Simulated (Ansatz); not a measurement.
**TiSi2 (Cmcm): the Drude term of Re ε in the infrared**

Re ε of TiSi2 (Cmcm) along x at low photon energies is read from one computed spectrum; the carriers' damping was typed as γ = 0.05 eV. x, y and z are the Cartesian axes of the input cell.

The structure is orthorhombic, space group Cmcm (No. 63). Conventional cell: a = 3.530 Å, b = 13.519 Å, c = 3.565 Å, α = 90.00°, β = 90.00°, γ = 90.00°. Ti on site c is surrounded by 10 Si at 2.58 to 2.81 Å. Si on site c is surrounded by 4 Si at 2.51 Å and 4 Ti at 2.66 to 2.67 Å. Si on site c is surrounded by 2 Si at 2.38 Å and 4 Ti at 2.58 Å.

Method: Ansatz 0.2.0, PBE, independent particles, k-mesh 10×10×10 with interpolation inside its cells, Gaussian parameter 0.1 eV.

Launch of the response step: `ansatz run input.yaml --threads 4 --pin off --max-ram 8192MiB --backend cpu --events-out ev --progress --plain --runs-dir out`. The run took 3.8 min, on 4 threads of Arm Neoverse V1, with other jobs on the host.

| photon energy E (eV) | wavelength (µm) | Re ε |
| --- | --- | --- |
| 0.25 | 4.96 | -180.5 |
| 0.30 | 4.13 | -133.3 |
| 0.35 | 3.54 | -101.9 |
| 0.40 | 3.10 | -77.7 |
| 0.50 | 2.48 | -39.5 |
| 0.60 | 2.07 | ? |
| 0.70 | 1.77 | 2.9 |

A Drude term over a constant background gives Re ε = ε_b − ωp²/(E² + γ²), linear in 1/(E² + γ²).

Working, on the rows shown:

| x = 1/(E² + γ²) (eV⁻²) | y = Re ε |
| --- | --- |
| 15.3846 | -180.5 |
| 10.8108 | -133.3 |
| 8 | -101.9 |
| 6.15385 | -77.7 |
| 3.9604 | -39.5 |
| 2.03046 | 2.9 |

Means: x̄ = 7.7234, ȳ = -88.333. Σ(x − x̄)(y − ȳ) = -1569, Σ(x − x̄)² = 117.3. Slope = -1569 / 117.3 = -13.37; intercept = ȳ − slope · x̄ = 14.911. The line misses the rows shown by at most 15.

Problem. Predict the last column of the withheld row from the fit.

Solution. At x = 2.7586 the line gives y = -21.966. The run gave -13.1, so the interpolation is off by 8.9, 5 % of the range in the table.

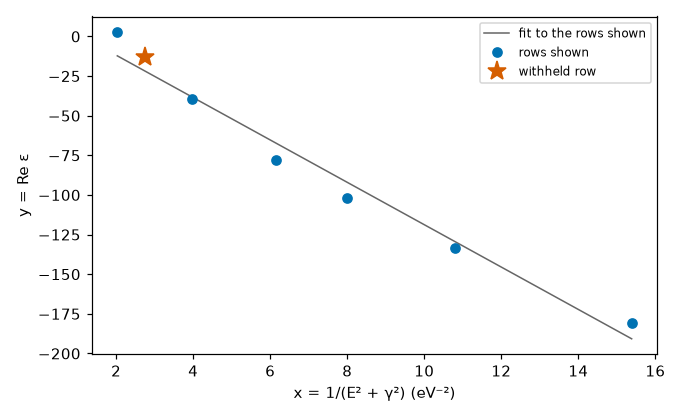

Refitted with all rows, the slope is -13.64 and the intercept 18.089. These give ωp = √(−slope) = 3.69 eV, against 3.64 eV from the program's Fermi-surface sum, and an intercept of 18.1. Taking the program's Drude term off the rows leaves 24 at the lowest energy and 30 at the highest, so the background isn't constant: interband transitions lie in or near the window, and neither fitted number can be trusted. The values come from a sum over the points of one k-mesh and carry its error, which is largest for Fermi-surface quantities.
